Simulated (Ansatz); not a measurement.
## Work function of Nb(110): what the settings cost and change: slab, setting 1 layer

Ansatz 0.2.0; plane-wave DFT, PBE, Ansatz PAW.

A work function rests on the faint tail of the density, so the SCF threshold is tight. The slab grows from one layer, at fixed mesh and 18 Å of vacuum; then the vacuum is varied on one slab.

The input, input.yaml:

```yaml
crystal:
  lattice:
    - [2.3334523779, -1.65, 0.0]
    - [2.3334523779, 1.65, 0.0]
    - [0.0, 0.0, 18.0]
  atoms:
    - { symbol: Nb, position: [0.0, 0.0, 0.5] }
kpoints:
  mp_grid: { grid: [15, 15, 1] }
hamiltonian:
  xc: pbe
scf:
  occupations: { method: fermi_dirac, width: 0.1 }
  convergence: { dr2_threshold: 1.0e-09 }
efield:
  axis: 3
  dipole_correction: true
  ramp_position: 0.97
  ramp_width: 0.06
output:
  write_potential: true
  write_density: true
  volumetric_format: npy
  elf: true
```

The run is started by

```sh
> ansatz run input.yaml --threads 2 --pin off --max-ram 3072MiB --backend cpu --events-out ev --progress --plain --runs-dir out
```

Before running it: what should come out for the work function upper face and electron's electrostatic potential energy less the Fermi level against z?

In the vacuum the potential turns flat, and its height over the Fermi level, 4.63 eV, is the work function of the face beside that plateau.

This step gave:

```yaml
work_function_upper_face: 4.626 eV
```

Running mean over 2.333 Å of the planar mean; the ramp of the sawtooth is left out. The electron's electrostatic potential energy less the Fermi level by z:

| z (Å) | electron's electrostatic potential energy less the Fermi level (eV) |
| --- | --- |
| 3.0 | 4.63 |
| 3.5 | 4.63 |
| 4.0 | 4.62 |
| 4.5 | 4.62 |
| 5.0 | 4.61 |
| 5.5 | 4.57 |
| 6.0 | 4.44 |
| 6.5 | 4.06 |
| 7.0 | 2.90 |
| 7.5 | -0.406 |
| 8.0 | -5.78 |
| 8.5 | -9.87 |
| 9.0 | -11.0 |
| 9.5 | -9.87 |
| 10.0 | -5.78 |
| 10.5 | -0.406 |
| 11.0 | 2.90 |
| 11.5 | 4.06 |
| 12.0 | 4.44 |
| 12.5 | 4.57 |
| 13.0 | 4.61 |
| 13.5 | 4.62 |
| 14.0 | 4.62 |
| 14.5 | 4.63 |
| 15.0 | 4.63 |

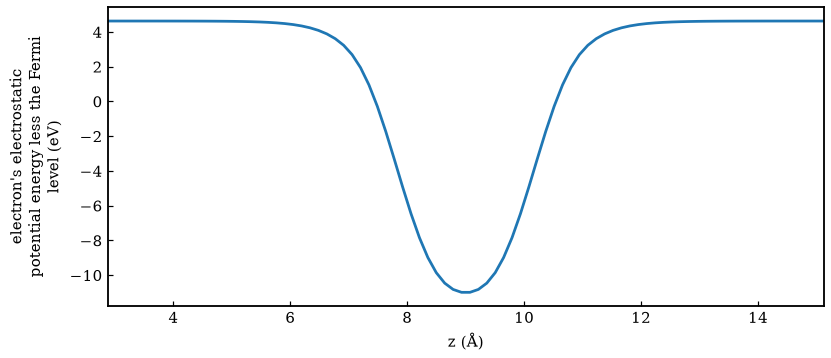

Electron's electrostatic potential energy less the Fermi level against z.

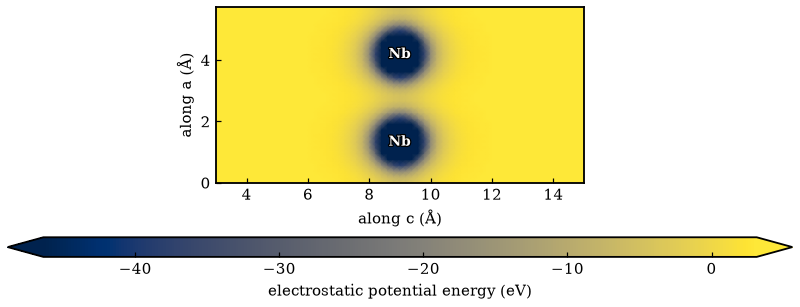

Electrostatic potential energy in the ca plane at fractional y = 0.000, with atoms of Nb within 0.2 Å of it. With pseudopotentials it is smooth inside the atoms' cores, unlike the true potential. The map starts off the cell's origin, so that atoms lie inside it. The far vacuum is left out of the map.

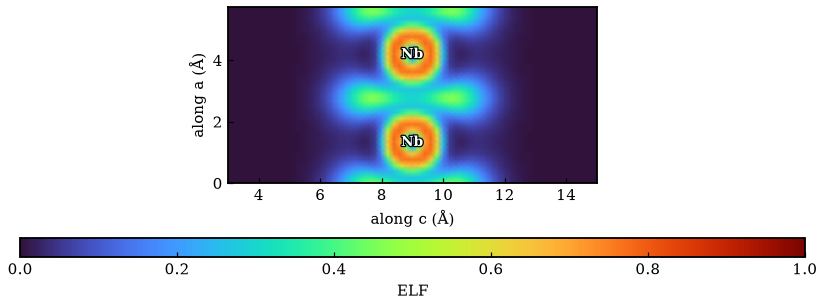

ELF in the ca plane at fractional y = 0.000, with atoms of Nb within 0.2 Å of it. It is the smooth field of the valence electrons, not physical close to the nuclei.

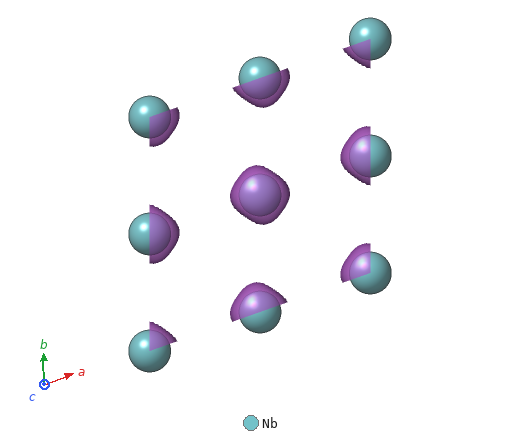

Surface of ELF = 0.7. 2×2×1 cells are drawn.

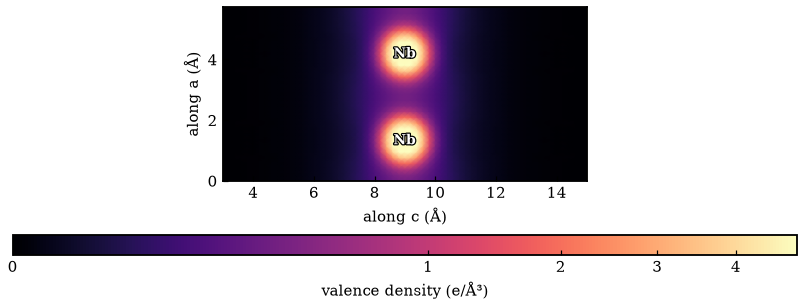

Valence density in the ca plane at fractional y = 0.000, with atoms of Nb within 0.2 Å of it. The colour scale is stretched toward low values.

[Logs are printed without paths, hosts, clocks, repeated set-up lines and the standing remarks that a program may print on its own settings, such as how far it seeks lower states.]

[Hosts, paths, dates, database ids (printed as entryN), source tags and the programs' standing remarks are cut or masked in the printed files.]

[Maps of the electrostatic potential energy from Ansatz leave out the sawtooth potential of an applied field or a dipole correction, so their vacuum need not be flat; planar profiles and work functions include it.]
